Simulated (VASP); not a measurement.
Band structure of ZrSe2 (space group P-3m1). Level of theory: LDA (Ceperley-Alder, Perdew-Zunger), VASP's LDA PAW potentials (set 64) (plane waves; VASP 6.6.1).

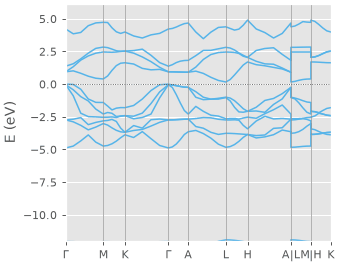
Figure: Bands along high-symmetry lines, zero at the valence-band maximum or, without a gap, the Fermi level

Read the plot: is there a gap, and where are the band edges?

The gap is indirect, 0.16 eV, from the valence maximum at Γ to the conduction minimum at L.

The structure is a typed ZrSe2 crystal (P-3m1). The cell was not relaxed at this level.
